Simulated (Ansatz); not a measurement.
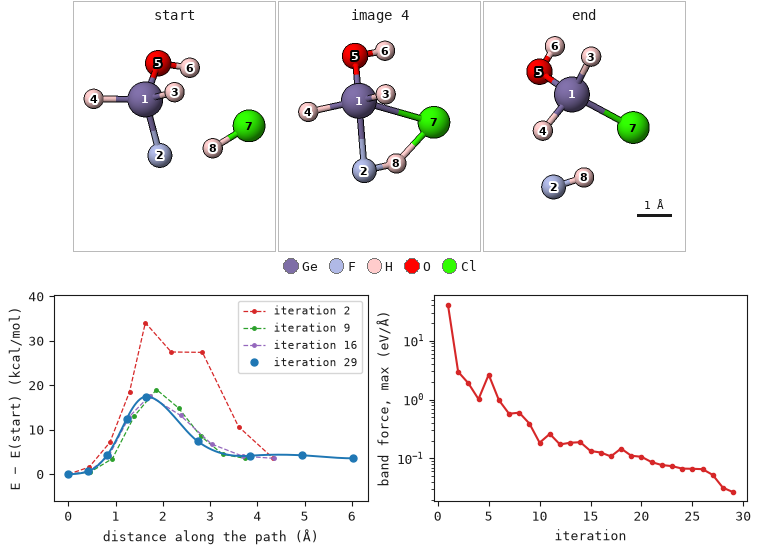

A nudged-elastic-band calculation for GeH$_{4}$OClF. Images are numbered from 0 (start) to 8 (end). The plot follows the band through its iterations. The picture is a ball-and-stick view, seen at a tilt.

Level of theory: RKS PBE/def2-SVP in Ansatz 0.2.0. Set-up: 7 movable images; climbing image; force threshold 0.03 eV/Å; iteration limit 60; starting path through a guess of the saddle point.

Question: Judge this run.

Answer: The result is final at these settings. The band converged in 29 iterations. The largest component of the band force went from 41 to 0.027 eV/Å. The climbing image converged on the top of the path. Its vibrational analysis gives one imaginary mode (220i cm⁻¹), as a transition state must have. The first iteration put the highest image at 133.0 kcal/mol. The highest point, image 4, lies 17.5 kcal/mol above the start and 13.9 kcal/mol above the end; the end is at +3.6 kcal/mol relative to the start.

Cost: 4.7 min on 2 threads of Arm Neoverse V2 (shared host), peak memory 0.15 GiB.
